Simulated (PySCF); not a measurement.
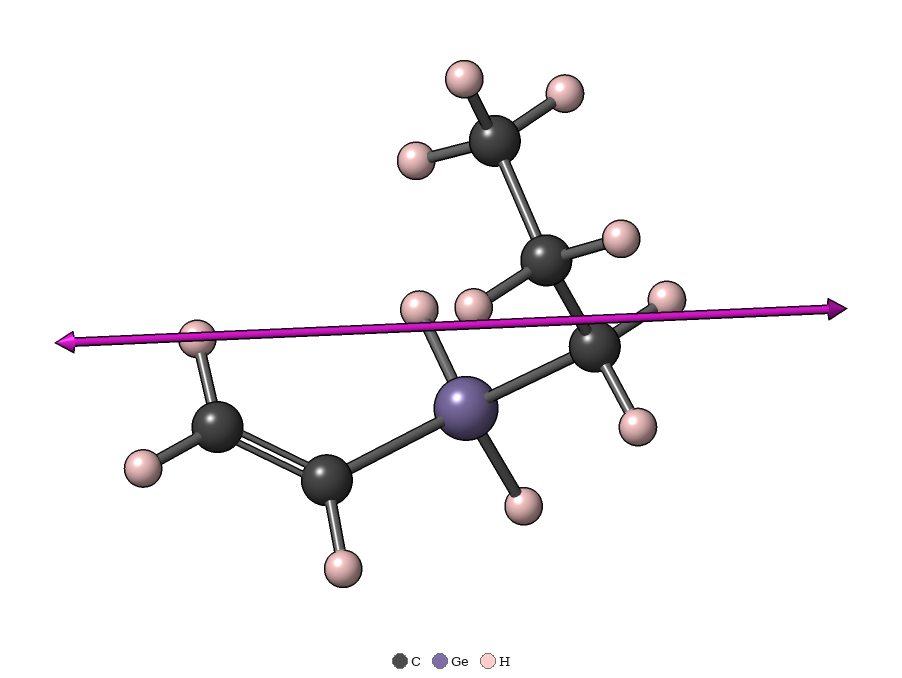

The double arrow shows the direction of the transition dipole to excited singlet state 2 (its length means nothing). The geometry was computed by an optimisation with GFN2-xTB. No frequency run is at hand to confirm it as a minimum. Properties computed with TDDFT PBE0/def2-SVPD, vertical, gas phase, core orbitals frozen in the response (PySCF 2.14.0).

Question. Where does the transition lie, and how strong is it?

Answer. 6.77 eV (183 nm), oscillator strength 0.18, mainly HOMO → LUMO (weight 0.66); transition dipole 2.63 D.

The geometry is semi-empirical. Around Ge such bond lengths and angles can be off by a tenth of an ångström or more and by several degrees, and values that hang on the shape move with them.
